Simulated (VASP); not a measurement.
Band structure of Au (space group Fm-3m). Method: PBE GGA, VASP's PBE PAW potentials (set 64) (plane waves; VASP).

Unless said otherwise, spin-orbit coupling is left out, though it shifts the bands of the heavy elements here.

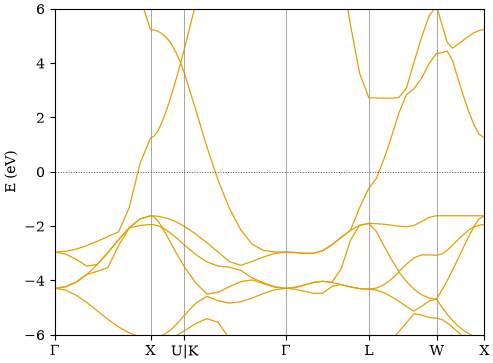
Figure: Bands along high-symmetry lines, zero at the valence-band maximum or, without a gap, the Fermi level

Task: Read the plot: is there a gap, and where are the band edges?

Result: It has no gap at this level: it comes out as a metal or semimetal.

The structure comes from a computed database's Au entry; how it stands against other phases isn't given here. The cell was not relaxed at this level.
